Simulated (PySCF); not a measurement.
C3H5NO2Si, SMILES C([SiH2]C#N)(OC)=O, singlet at its GFN2-xTB optimised geometry (Å):

```
12

C      1.5077     1.6081     0.0283
O      0.8518     0.3436     0.0000
C     -0.4822     0.3436     0.0000
O     -1.1581     1.3405     0.0000
Si    -1.1151    -1.4702    -0.0033
C     -0.7004    -2.1035     1.7036
N     -0.4418    -2.4843     2.7527
H      1.1103     2.2536    -0.7573
H      1.3489     2.0884     0.9955
H      2.5645     1.4104    -0.1304
H     -0.3326    -2.2536    -0.9561
H     -2.5645    -1.5028    -0.1673
```

Method: CAM-B3LYP/def2-TZVP run with PySCF.

Map of the deformation density (molecule minus spherical neutral atoms) (e/bohr³) on the plane z = 0.8 Å:

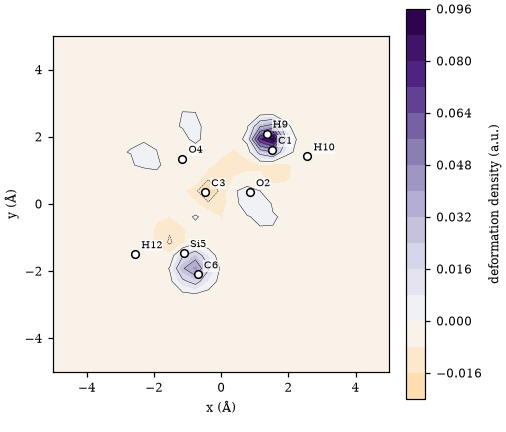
*Deformation density (molecule minus spherical neutral atoms) (e/bohr³) on the plane z = 0.8 Å.*
